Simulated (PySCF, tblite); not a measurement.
**CH8O3Si3: geometry, infrared bands and NMR shifts**

Aim: predict the infrared bands and NMR shifts of CH8O3Si3 (`CO[SiH]1O[SiH2][SiH2]O1`).

Programs: tblite 0.8.0 and PySCF 2.14.0, with density-fitted response routines of our own. Each step states its level of theory. These are calculated values for one molecule in the gas phase, unless marked as measured. Atoms are numbered from 0 throughout.

### 1 The molecule as given

15 atoms, charge 0, multiplicity 1; geometry from: force field or distance geometry start.

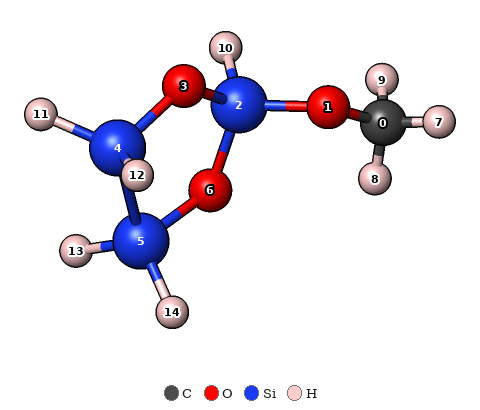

As it starts; carbon dark grey, oxygen red, silicon blue, hydrogen pink, atoms numbered.

### 2 Optimising the geometry with GFN2-xTB

Job settings and geometry (Å):

```
{"job": {"kind": "relax", "xc": "GFN2-xTB", "basis": "xTB"}, "charge": 0, "multiplicity": 1}
C      2.891500     0.285900    -0.015900
O      1.650500     0.921800    -0.352300
Si     0.397800    -0.039400    -0.819200
O     -0.974900     0.923100    -1.163700
Si    -2.438300     0.787200    -0.287600
Si    -1.653700    -0.975900     1.152300
O     -0.096100    -1.039200     0.451200
H      3.606500     1.072400     0.266300
H      2.775400    -0.387100     0.844200
H      3.289800    -0.257600    -0.868100
H      0.746900    -0.854600    -2.002000
H     -3.533200     0.321700    -1.189300
H     -2.731600     2.045300     0.457600
H     -2.368900    -2.254500     0.925700
H     -1.566200    -0.541100     2.578900
```

Command:

```bash
OMP_NUM_THREADS=1 python probes_run.py task.json out
```

This one command runs all jobs of the session in turn.

Output:

```text
step      E/eV     max force
  0    -648.52996    1.674
  1    -648.70358    1.145
  2    -648.88840    1.270
  3    -648.93359    0.509
  4    -648.98357    0.514
  5    -648.99856    0.487
  6    -649.03158    0.456
  7    -649.05412    0.443
  8    -649.08508    0.462
  9    -649.10713    0.446
 10    -649.12139    0.230
 11    -649.12540    0.161
 12    -649.12745    0.197
 13    -649.13068    0.179
 14    -649.13299    0.118
 15    -649.13424    0.064
 16    -649.13480    0.054
 17    -649.13530    0.060
 18    -649.13597    0.086
 19    -649.13667    0.081
 20    -649.13722    0.065
 21    -649.13761    0.051
 22    -649.13796    0.062
 23    -649.13835    0.077
 24    -649.13871    0.059
 25    -649.13903    0.047
 26    -649.13937    0.050
 27    -649.13977    0.067
 28    -649.14013    0.066
 29    -649.14034    0.034
 30    -649.14045    0.032
 31    -649.14055    0.032
 32    -649.14070    0.047
 33    -649.14090    0.053
 34    -649.14107    0.033
 35    -649.14117    0.026
 36    -649.14124    0.023
 37    -649.14133    0.026
 38    -649.14143    0.026
 39    -649.14155    0.028
 40    -649.14166    0.033
 41    -649.14177    0.031
 42    -649.14186    0.025
 43    -649.14195    0.024
 44    -649.14202    0.020
 45    -649.14207    0.019
 46    -649.14214    0.021
 47    -649.14226    0.038
 48    -649.14244    0.060
 49    -649.14268    0.064
 50    -649.14284    0.039
 51    -649.14292    0.020
 52    -649.14297    0.022
 53    -649.14303    0.027
 54    -649.14309    0.029
 55    -649.14315    0.018
 56    -649.14319    0.014
 57    -649.14323    0.019
 58    -649.14328    0.024
 59    -649.14333    0.023
 60    -649.14337    0.014
 61    -649.14339    0.010
```

It took 0.81 s on 1 thread of Arm Neoverse N1, shared host; peak memory 0.18 GiB.

Along the way: (not every step is listed)

| step | energy from step 0 (eV) | largest force (eV/Å) |
| --- | --- | --- |
| 0 | 0.0000 | 1.6742 |
| 1 | -0.1736 | 1.1451 |
| 2 | -0.3584 | 1.2699 |
| 3 | -0.4036 | 0.5089 |
| 4 | -0.4536 | 0.5136 |
| 5 | -0.4686 | 0.4873 |
| 6 | -0.5016 | 0.4560 |
| 7 | -0.5242 | 0.4430 |
| 8 | -0.5551 | 0.4617 |
| 12 | -0.5975 | 0.1968 |
| 16 | -0.6048 | 0.0541 |
| 20 | -0.6073 | 0.0650 |
| 24 | -0.6087 | 0.0591 |
| 28 | -0.6102 | 0.0660 |
| 32 | -0.6107 | 0.0472 |
| 36 | -0.6113 | 0.0234 |
| 40 | -0.6117 | 0.0332 |
| 44 | -0.6121 | 0.0203 |
| 48 | -0.6125 | 0.0600 |
| 52 | -0.6130 | 0.0224 |
| 56 | -0.6132 | 0.0136 |
| 57 | -0.6133 | 0.0188 |
| 58 | -0.6133 | 0.0242 |
| 59 | -0.6134 | 0.0228 |
| 60 | -0.6134 | 0.0140 |
| 61 | -0.6134 | 0.0100 |

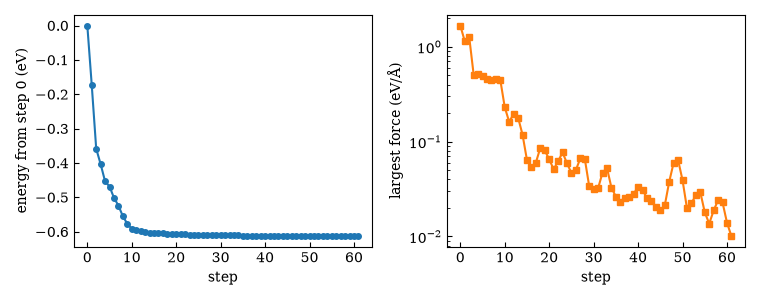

Energy and largest force along the relaxation.

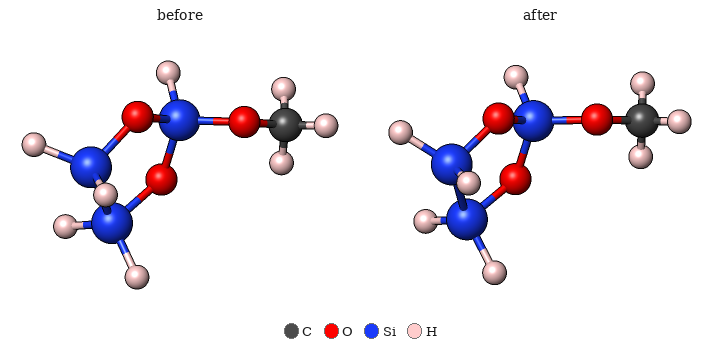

Before and after, at one scale.

Close pairs (by a distance rule), those that changed most:

| bond | before (Å) | after (Å) | change (Å) |
| --- | --- | --- | --- |
| Si2–O3 | 1.712 | 1.619 | -0.092 |
| Si4–Si5 | 2.408 | 2.316 | -0.092 |
| O3–Si4 | 1.711 | 1.645 | -0.066 |
| Si2–O6 | 1.690 | 1.630 | -0.060 |
| Si5–O6 | 1.709 | 1.650 | -0.059 |
| O1–Si2 | 1.647 | 1.606 | -0.040 |
| C0–O1 | 1.434 | 1.396 | -0.039 |
| Si5–H14 | 1.494 | 1.466 | -0.028 |

The end geometry stands in the next job.

### 3 Infrared spectrum with GFN2-xTB

Job settings and geometry (Å):

```
{"job": {"kind": "ir", "xc": "GFN2-xTB", "basis": "xTB"}, "charge": 0, "multiplicity": 1}
C      2.851878     0.350845    -0.036641
O      1.568976     0.801395    -0.352032
Si     0.315417    -0.127739    -0.733910
O     -0.911337     0.891673    -1.014262
Si    -2.361409     0.787741    -0.244044
Si    -1.721298    -0.958650     1.136200
O     -0.198587    -1.052169     0.506457
H      3.454453     1.217837     0.234654
H      2.822447    -0.350718     0.799054
H      3.302491    -0.148778    -0.897182
H      0.504859    -1.002084    -1.876149
H     -3.310301     0.504134    -1.325333
H     -2.564567     2.129435     0.304957
H     -2.271502    -2.299732     0.910461
H     -1.485936    -0.735199     2.565856
```

Output:

```text
mode    cm-1     km/mol
  1      51.4      3.25
  2      80.3      6.07
  3      88.8      0.58
  4     116.4      1.28
  5     165.6      0.25
  6     260.7      9.10
  7     287.0     16.42
  8     309.8      2.45
  9     337.1     32.92
 10     401.9     62.68
 11     439.7      0.41
 12     451.4     12.54
 13     567.7    170.47
 14     607.0     12.72
 15     619.0     66.82
 16     622.0     79.28
 17     640.4     63.89
 18     736.7    236.03
 19     747.8    352.95
 20     760.2    514.60
 21     783.8      2.79
 22     791.2    155.77
 23     832.2     89.68
 24     931.8    300.14
 25    1003.5    711.04
 26    1134.9      0.63
 27    1141.2     35.09
 28    1177.2    230.81
 29    1414.8      0.50
 30    1478.9      4.60
 31    1488.7      2.16
 32    2186.1     60.45
 33    2204.5    450.28
 34    2209.9    387.70
 35    2225.0    372.02
 36    2373.7    273.99
 37    2952.8     43.65
 38    2968.2     35.31
 39    2992.9     24.79
```

Wall time 1 s (1 thread of Arm Neoverse N1, shared host); peak memory 0.18 GiB.

Which atoms move in the most intense modes:

| cm⁻¹ | km/mol | atoms |
| --- | --- | --- |
| 748 | 352.9 | O6 15 %, H13 14 %, Si5 13 %, H14 13 % |
| 760 | 514.6 | H11 24 %, H12 24 %, H13 10 %, H14 10 % |
| 932 | 300.1 | O6 45 %, Si2 21 %, O3 19 % |
| 1004 | 711.0 | O3 50 %, O6 23 %, Si2 17 % |
| 2204 | 450.3 | H11 54 %, H13 40 % |
| 2210 | 387.7 | H14 70 %, H11 18 % |
| 2225 | 372.0 | H12 91 % |
| 2374 | 274.0 | H10 97 % |

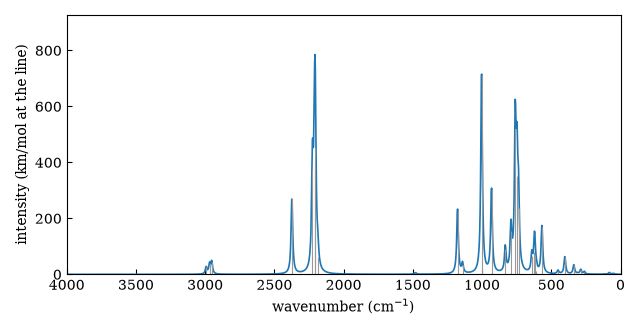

The infrared spectrum from these modes, unscaled. Lines are broadened to a width of 14 cm⁻¹ (Lorentzian).

### 4 Nuclear shieldings: PBE0/pcSseg-1

Settings changed since step 3:

```diff
@@ -1,2 +1,2 @@
-{"job": {"kind": "ir", "xc": "GFN2-xTB", "basis": "xTB"}, "charge": 0, "multiplicity": 1}
+{"job": {"kind": "nmr", "xc": "PBE0", "basis": "pcSseg-1"}, "charge": 0, "multiplicity": 1}
 C      2.851878     0.350845    -0.036641
```

Method: GIAO PBE0/pcSseg-1 NMR shielding, non-relativistic, gas phase.

Output:

```text
coarse grid: 14176 points
cycle   1  E = -1136.2217893443  dE =  1.128e+00  |g| = 1.178e+00  |ddm| = 3.634e+00
cycle   2  E = -1135.7707738238  dE =  4.510e-01  |g| = 1.923e+00  |ddm| = 2.528e+00
cycle   3  E = -1136.4631984746  dE = -6.924e-01  |g| = 1.060e-01  |ddm| = 1.864e+00
cycle   4  E = -1136.4646247363  dE = -1.426e-03  |g| = 7.475e-02  |ddm| = 1.550e-01
cycle   5  E = -1136.4655800072  dE = -9.553e-04  |g| = 1.646e-02  |ddm| = 6.072e-02
cycle   6  E = -1136.4656282398  dE = -4.823e-05  |g| = 2.985e-03  |ddm| = 1.520e-02
cycle   7  E = -1136.4656298877  dE = -1.648e-06  |g| = 7.301e-04  |ddm| = 2.598e-03
final grid: 123592 points
cycle   8  E = -1136.5356789637  dE = -1.174e-05  |g| = 1.181e-02  |ddm| = 1.660e-02
cycle   9  E = -1136.5356524091  dE =  2.655e-05  |g| = 1.706e-02  |ddm| = 1.737e-02
cycle  10  E = -1136.5357026004  dE = -5.019e-05  |g| = 1.061e-03  |ddm| = 1.131e-02
cycle  11  E = -1136.5357028427  dE = -2.423e-07  |g| = 1.555e-04  |ddm| = 9.143e-04
cycle  12  E = -1136.5357028469  dE = -4.200e-09  |g| = 6.445e-05  |ddm| = 1.364e-04
cycle  13  E = -1136.5357028475  dE = -6.510e-10  |g| = 2.214e-05  |ddm| = 5.812e-05
converged SCF energy = -1136.5357028475

GIAO shielding tensors (ppm)
atom      isotropic    diamagn.    paramagn.     s11        s22        s33       span
  0 C      136.355     241.956    -105.602    110.007    113.536    185.521     75.514
  1 O      296.028     399.161    -103.133    215.538    316.203    356.343    140.805
  2 Si     398.785     884.505    -485.721    377.214    393.155    425.986     48.771
  3 O      282.298     402.085    -119.787    204.819    304.614    337.460    132.641
  4 Si     379.729     881.037    -501.307    338.118    344.254    456.816    118.698
  5 Si     377.178     881.347    -504.168    333.680    343.242    454.612    120.932
  6 O      277.392     404.027    -126.635    202.888    296.958    332.331    129.443
  7 H       27.740      27.479       0.260     23.300     25.309     34.611     11.311
  8 H       27.800      29.349      -1.549     22.690     26.472     34.238     11.549
  9 H       27.831      27.795       0.036     23.423     25.403     34.667     11.243
 10 H       27.323      31.721      -4.398     23.739     24.474     33.754     10.016
 11 H       26.339      28.967      -2.628     22.665     24.387     31.965      9.300
 12 H       26.339      29.508      -3.169     22.690     24.502     31.826      9.136
 13 H       26.299      29.149      -2.849     22.652     24.436     31.811      9.159
 14 H       26.294      29.745      -3.450     22.590     24.560     31.733      9.143
```

It took 48 s on 1 thread of Arm Neoverse N1, shared host; peak memory 0.81 GiB.

Shifts follow as δ = σ(reference) − σ, with reference shieldings (ppm) from runs at the same level and on the same kind of geometry: 1H TMS 31.72, 13C TMS 186.9, 29Si TMS 349.2, 17O H2O 336.1. The references are single molecules in the gas phase, so shifts against H2O, NH3, PH3, H3PO4 or CFCl3 are not on the usual liquid scales and can be off by tens of ppm. Atoms listed in one row are averaged.

| atoms | environment | σ (ppm) | δ (ppm) | δ scaled to CDCl3 |
| --- | --- | --- | --- | --- |
| C0 | methyl carbon bonded to O | 136.4 | 50.6 | 47.4 |
| H12, H14 | hydrogen on a silicon bonded to O, Si, in a 5-membered ring | 26.32 | 5.40 | – |
| H11, H13 | hydrogen on a silicon bonded to O, Si, in a 5-membered ring | 26.32 | 5.40 | – |
| H10 | hydrogen on a silicon bonded to 3 O, in a 5-membered ring | 27.32 | 4.39 | – |
| H7, H8, H9 | hydrogen on a methyl carbon bonded to O | 27.79 | 3.93 | 3.81 |
| O3, O6 | oxygen bonded to 2 Si, in a 5-membered ring | 279.8 | 56.2 | – |
| O1 | oxygen bonded to C, Si | 296.0 | 40.1 | – |
| Si4, Si5 | silicon bonded to O, Si, 2 H, in a 5-membered ring | 378.5 | -29.3 | – |
| Si2 | silicon bonded to 3 O, H, in a 5-membered ring | 398.8 | -49.6 | – |

The scaled column applies a straight-line fit of computed shieldings to shifts measured in CDCl3 (root-mean-square error 0.16 ppm for H, 1.9 ppm for C).

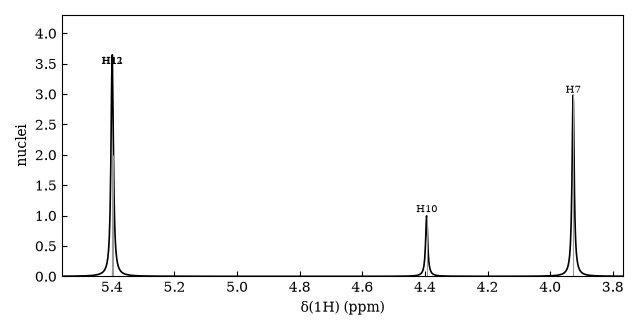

1H lines at the computed shifts, without couplings. Lines are broadened to a width of 0.01 ppm (Lorentzian).

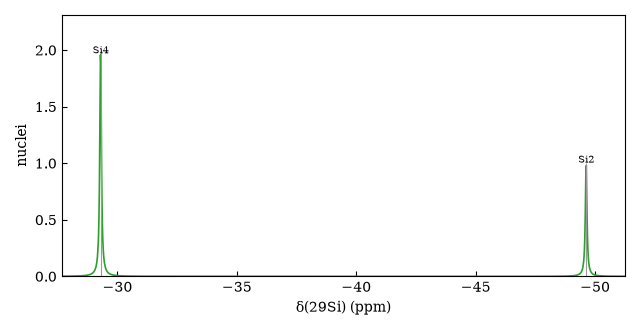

29Si lines at the computed shifts, without couplings. Lines are broadened to a width of 0.08 ppm (Lorentzian).

Charges from the same density, by scheme (e):

| atoms | Mulliken | IAO | Hirshfeld | ESP fit |
| --- | --- | --- | --- | --- |
| C0 | -0.01 | -0.20 | -0.03 | -0.12 |
| O1 | -0.61 | -0.64 | -0.22 | -0.37 |
| Si2 | 1.21 | 1.48 | 0.49 | 0.83 |
| O3, O6 | -0.73 | -0.89 | -0.31 | -0.47 |
| Si4, Si5 | 0.53 | 0.69 | 0.32 | 0.38 |

IAO charges:

C0 -0.20; O1 -0.64; Si2 1.48; O3 -0.88; Si4 0.69; Si5 0.68; O6 -0.89; H7 0.16; H8 0.14; H9 0.13; H10 -0.19; H11 -0.12; H12 -0.12; H13 -0.12; H14 -0.12

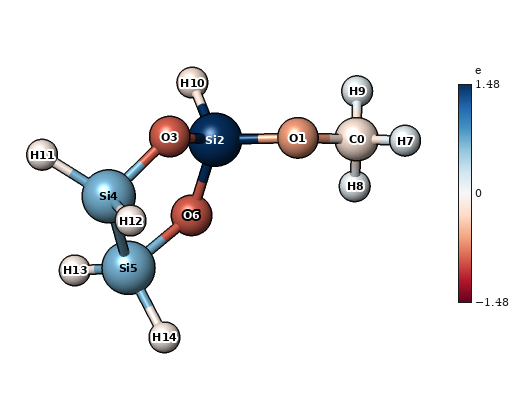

IAO charges, as colours on the atoms.

Mayer bond orders: C0–O1 0.89, O1–Si2 1.06, Si2–O3 0.98, O3–Si4 0.90, Si4–Si5 0.94, Si5–O6 0.89, O6–Si2 0.95.

Ring of atoms Si2, O3, Si4, Si5, O6: NICS(0) -6.2, NICS(1) -2.6, NICS(1)zz -2.3 ppm (means of both faces).

### 5 Outcome

| quantity | value |
| --- | --- |
| strongest single infrared mode (GFN2-xTB) | 1004 cm⁻¹, 711 km/mol |
| zero-point energy (GFN2-xTB) | 58.0 kcal/mol |
| 13C shifts against TMS (PBE0/pcSseg-1) | 50.6 ppm |
| 1H shifts against TMS (PBE0/pcSseg-1, means over atoms taken as alike) | 5.40, 5.40, 4.39, 3.93 ppm |
| 17O shifts against H2O (PBE0/pcSseg-1, means over atoms taken as alike) | 56.2, 40.1 ppm |
| 29Si shifts against TMS (PBE0/pcSseg-1, means over atoms taken as alike) | -29.3, -49.6 ppm |

**Reading.** Over 61 steps the energy fell by 0.613 eV; of the close pairs, Si2–O3 changed most, 1.712 to 1.619 Å. No mode is imaginary among the 39: a minimum at this level. The strongest single mode, at 1004 cm⁻¹, is spread over several atoms, O3, O6, Si2 among them. GFN2-xTB is a fitted tight-binding method: band positions and strengths are rough. Its intensities can rank the bands wrongly. At PBE0/pcSseg-1: The widest tensor belongs to O1: span 141 ppm, with a paramagnetic part of -103 ppm.
